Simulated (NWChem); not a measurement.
# doublet CH5BClN+: levels of theory compared

Wanted: a comparison of 6 runs (UHF/STO-3G, UHF/3-21G, UB3LYP/6-31G*, UB3LYP/def2-SVP, UM06-2X/def2-SVP) of doublet CH5BClN+. 

Program for the calculation: NWChem 7.3.0.

60 further runs of the same task are left out: 2 that didn't finish, 58 set aside as unsound or not needed.

## Step 1: The system as given

CH5BClN+ has 9 atoms, charge +1, and is taken as a doublet. As SMILES of the parent species, `CNBCl`. The shape is that of a PBE0-D4/def2-TZVP optimisation. This is one conformer, not always the lowest. That shape belongs to the parent species and isn't relaxed for this state.

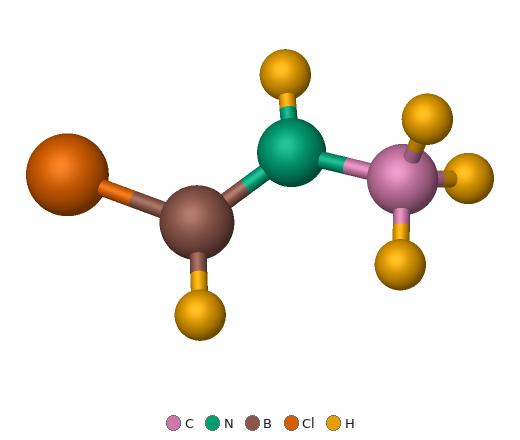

Viewed from a chosen angle; carbon pink, nitrogen teal, boron brown, chlorine orange, hydrogen amber.

## Step 2: The energy at UHF/STO-3G (run 1)

calc.nw

```
start calc
title "CH5BClN hf"
memory stack 880 mb heap 220 mb global 1100 mb
charge 1

geometry noautosym nocenter noautoz
C        0.510100       0.482100      -0.973400
N       -0.407900      -0.226000      -0.111700
B       -0.261100      -0.415200       1.248200
Cl      -1.495300      -1.314500       2.144800
H        0.907000      -0.170400      -1.756500
H        0.027900       1.338900      -1.452800
H        1.346700       0.849900      -0.380000
H       -1.220500      -0.605500      -0.573900
H        0.681600       0.014200       1.838200
end

basis spherical bse
* library STO-3G
end

scf
nopen 1
uhf
thresh 1e-08
maxiter 80
print low
end

task scf
```

Launch:

```sh
$ nwchem calc.nw > calc.out
```

Log:

```text
[...]
  functions       =    29
[...]
  wavefunction    = UHF
[...]
         Total SCF energy =   -572.814618563665
      One electron energy =  -1055.663539278808
      Two electron energy =    343.322178061198
 Nuclear repulsion energy =    139.526742653945
                       Sz =      0.5000
                 Sz(Sz+1) =      0.7500
                      S^2 =      0.7667
[...]
```

Run time: 2.1 s. Hardware: 1 thread of AMD EPYC 9R45 (Zen 5), shared host; peak memory 0.099 GiB.

## Step 3: A single-point energy at UHF/3-21G (run 2)

mymol.nw

```
start mymol
title "CH5BClN energy"
memory 2200 mb
charge 1

geometry units angstrom noautosym nocenter noautoz
   C      0.510100     0.482100    -0.973400
   N     -0.407900    -0.226000    -0.111700
   B     -0.261100    -0.415200     1.248200
   Cl    -1.495300    -1.314500     2.144800
   H      0.907000    -0.170400    -1.756500
   H      0.027900     1.338900    -1.452800
   H      1.346700     0.849900    -0.380000
   H     -1.220500    -0.605500    -0.573900
   H      0.681600     0.014200     1.838200
end

basis spherical bse
   * library 3-21G
end

scf
   doublet
   uhf
   thresh 1e-08
   maxiter 80
end

task scf
```

Launch:

```sh
$ nwchem mymol.nw > mymol.out
```

Log:

```text
[...]
  functions       =    50
[...]
  wavefunction    = UHF
[...]
         Total SCF energy =   -576.285340935787
      One electron energy =  -1060.154431400465
      Two electron energy =    344.342347810732
 Nuclear repulsion energy =    139.526742653945
                       Sz =      0.5000
                 Sz(Sz+1) =      0.7500
                      S^2 =      0.7656
[...]
```

Wall time 2.8 s (1 thread of AMD EPYC 9R45 (Zen 5), shared host); peak memory 0.098 GiB.

Runs 3 to 5 aren't shown in full; the table further down has their settings and results.

## Step 4: A single-point energy at UM06-2X/def2-SVP (run 6)

run.xyz

```xyz
9

C      0.510100     0.482100    -0.973400
N     -0.407900    -0.226000    -0.111700
B     -0.261100    -0.415200     1.248200
Cl    -1.495300    -1.314500     2.144800
H      0.907000    -0.170400    -1.756500
H      0.027900     1.338900    -1.452800
H      1.346700     0.849900    -0.380000
H     -1.220500    -0.605500    -0.573900
H      0.681600     0.014200     1.838200
```

run.nw

```
start run
memory 2200 mb
charge 1

geometry noautosym nocenter noautoz
  load format xyz run.xyz
end

basis spherical bse
  * library def2-SVP
end

dft
  xc m06-2x
  mult 2
  grid xfine
  convergence energy 1e-08
  maxiter 100
  mulliken
end

task dft energy
```

Launch:

```sh
$ nwchem run.nw > run.out
```

Log:

```text
[...]
          Wavefunction type:  spin polarized.
          No. of atoms     :     9
          No. of electrons :    39
[...]
          Charge           :     1
          Spin multiplicity:     2
[...]
          AO basis - number of functions:    85
[...]
              XC Information
              --------------
                       M06-2X Method XC Functional
                     Hartree-Fock (Exact) Exchange  0.540
                        M06-2X Exchange Functional  1.000
                      M06-2X Correlation Potential  1.000
[...]
 d= 0,ls=0.0,diis     1   -580.1781575988 -7.20D+02  8.94D-03  2.55D-01     4.4
[...]
 d= 0,ls=0.0,diis    15   -580.3184644946 -6.70D-10  4.11D-08  9.98D-12    68.6
[...]
         Total DFT energy =     -580.318464494622
      One electron energy =    -1063.920814865877
           Coulomb energy =      390.206190263549
    Exchange-Corr. energy =      -46.130582546239
 Nuclear repulsion energy =      139.526742653945
[...]
      Total Density - Mulliken Population Analysis
     ---------------------------------------------
    Atom       Charge   Shell Charges
 -----------   ------   -------------------------------------------------------
    1 C    6     6.01   1.99  0.89  0.18  2.11  0.81  0.03
    2 N    7     6.96   1.99  1.03  0.38  2.40  1.14  0.02
    3 B    5     4.92   1.99  0.83  0.10  1.56  0.34  0.10
    4 Cl  17    16.89   2.00  1.99  1.28  0.67  5.94  2.13  2.87  0.02
    5 H    1     0.83   0.70  0.10  0.02
    6 H    1     0.83   0.70  0.10  0.02
    7 H    1     0.86   0.73  0.11  0.02
    8 H    1     0.77   0.69  0.04  0.04
    9 H    1     0.93   0.74  0.17  0.02
[...]
      <S2> =      0.7643 (Exact =     0.7500)
[...]
```

It took 69 s on 1 thread of AMD EPYC 9R45 (Zen 5), shared host; peak memory 0.14 GiB.

## Step 5: The series

```tsv
run	level	iteration cap	module	energy (Eh)	⟨S²⟩	wall time
1	UHF/STO-3G	80	scf	-572.814619	0.767	2.1 s
2	UHF/3-21G	80	scf	-576.285341	0.766	2.8 s
3	UB3LYP/6-31G* (spherical functions)	100	dft	-580.632464	0.760	38 s
4	UB3LYP/6-31G* (Cartesian functions)	100	dft	-580.637999	0.760	41 s
5	UB3LYP/def2-SVP	100	dft	-580.423203	0.761	45 s
6	UM06-2X/def2-SVP	100	dft	-580.318464	0.764	69 s
```

## Step 6: Results

```
                                 quantity          value
                      run 6: total energy  -580.31846 Eh
run 6: HOMO energy (highest over α and β)      -15.79 eV
 run 6: LUMO energy (lowest over α and β)      -11.33 eV
                              run 6: ⟨S²⟩          0.764
```

What this shows: Totals of different functionals can't be ranked against each other. In run 1 the basis is minimal, so the values are rough. All runs together took 3.3 min, the longest 69 s.
